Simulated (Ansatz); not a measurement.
Consider O$_{6}$Si$_{5}$.

```yaml
atoms:
  - { symbol: Si, position_ang: [-2.5648, -0.5702, 1.8796] }
  - { symbol: Si, position_ang: [-2.8919, -0.5784, -1.3292] }
  - { symbol: Si, position_ang: [2.2426, 1.4868, -0.2298] }
  - { symbol: Si, position_ang: [2.0893, -0.9225, -0.2047] }
  - { symbol: Si, position_ang: [-0.1319, -0.1255, 0.0091] }
  - { symbol: O, position_ang: [-0.9123, -0.3453, 1.4670] }
  - { symbol: O, position_ang: [-1.1895, -0.3544, -1.2601] }
  - { symbol: O, position_ang: [0.5433, 1.4270, -0.0635] }
  - { symbol: O, position_ang: [3.0940, 2.7768, -0.3083] }
  - { symbol: O, position_ang: [-3.2811, -0.6168, 0.3315] }
  - { symbol: O, position_ang: [3.0025, -2.1774, -0.2916] }
```

Geometry: PBE-D4/def2-SVP.

Method: RKS PBE0-D4/def2-TZVP in Ansatz.

What can the converged electron density and electron localisation function tell about the bonding?

Answer. Si–O (1.55 Å): the density is about 1.4 e/Å³ at the midpoint; the ELF peaks at about 0.85 between the atoms; a short, strongly polar bond.
Si–Si (2.37 Å): ρ is about 0.61 e/Å³ halfway; the ELF peaks at about 1 between the atoms, as expected for a shared electron pair.
Si–O (1.69 Å): ρ is about 1.1 e/Å³ halfway; the ELF peaks at about 0.85 between the atoms, as expected for a polar covalent bond.
Si–O (1.71 Å): ρ at the midpoint is about 1 e/Å³; the ELF peaks at about 0.85 between the atoms; a polar covalent bond.

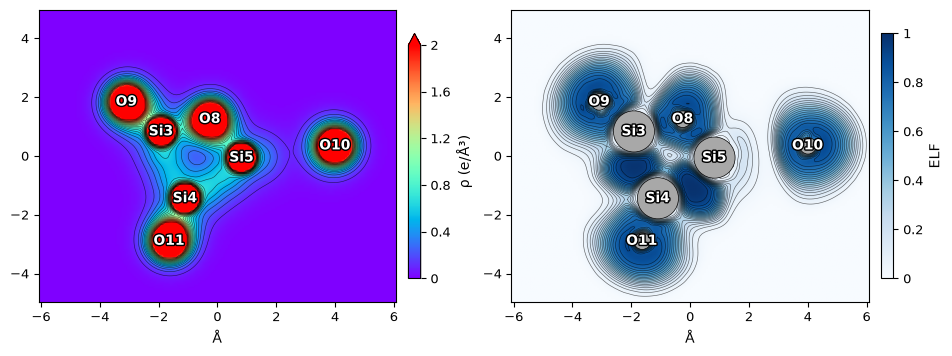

Computed electron density and electron localisation function on the plane of atoms Si4, Si3 and O8, in this order. Grey discs cover the atomic cores in the ELF map. 
